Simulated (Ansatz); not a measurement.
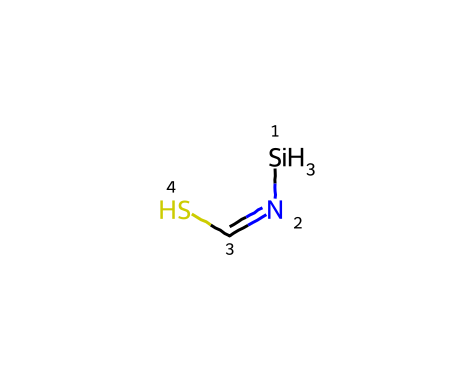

A structural formula, with wedges where it has stereocentres; small numbers name the atoms. The configuration is that of a computed structure (PBE0-D4/def2-TZVP).

**Give the R/S and E/Z labels.**

N2=C3: Z.
